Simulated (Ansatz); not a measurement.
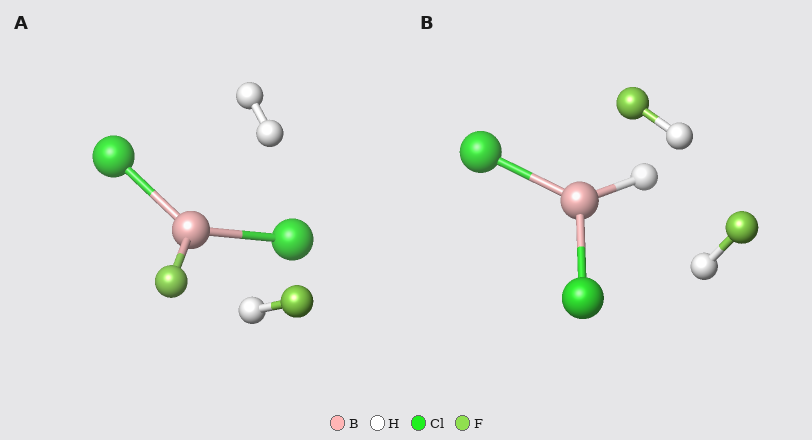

2 stationary structures of one formula. Geometries: PBE0-D4/def2-TZVP. Electronic energies: CCSD(T)/CBS (MP2 limit from def2-TZVPP and def2-QZVPP plus CCSD(T) − MP2) (Ansatz 0.2.0), without zero-point energy. No frequency run is at hand to confirm each as a minimum. Each is one conformer, not always the lowest.

### Which structure is the most stable?

A is lowest (C1); B lies 19.1 kcal/mol above it (C1, a minimum).
